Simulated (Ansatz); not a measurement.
Strength of the O–H bond: NaOH → NaO + H

Species: NaOH `[OH][Na]`, singlet; NaO, doublet; H atom, doublet. 

Shapes, held fixed at every level: PBE0-D4/def2-TZVP. Programs: Ansatz 0.2.0. The zero-point and thermal change to 298 K, harmonic and unscaled (PBE0-D4/def2-TZVP), is -23.4 kJ/mol.

```tsv
level	kind	ΔH(298 K) (kJ/mol)	less CCSD(T)/def2-TZVPP
HF/def2-SVP	Hartree–Fock	+332.6	-151.4
HF/def2-TZVPP	Hartree–Fock	+334.0	-150.0
PBE-D4/def2-TZVPP	GGA	+475.3	-8.7
B3LYP-D4/def2-TZVPP	global hybrid	+473.3	-10.7
MP2/def2-TZVPP	perturbation theory	+504.6	+20.6
CCSD(T)/def2-SVP	coupled cluster or CI	+462.1	-21.9
CCSD/def2-TZVPP	coupled cluster or CI	+477.6	-6.4
CCSD(T)/def2-TZVPP	coupled cluster or CI	+484.0	0.0
```

The highest level, CCSD(T)/def2-TZVPP, gives ΔH(298 K) = +484.0 kJ/mol; the levels span +332.6 to +504.6. The column of differences is taken from that level and isn't an error. Hartree–Fock misses the correlation of the pair that is broken and comes out low. No measured value is set beside it here. Open shells run unrestricted unless RO is named. Correlated rows may include outer-core shells of Na, which these sets cover unevenly.

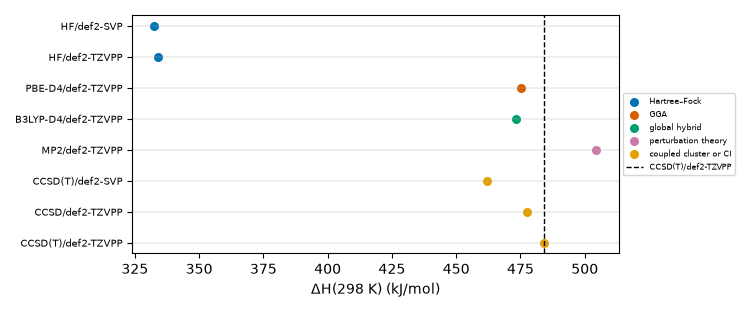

The values of the table, level by level.
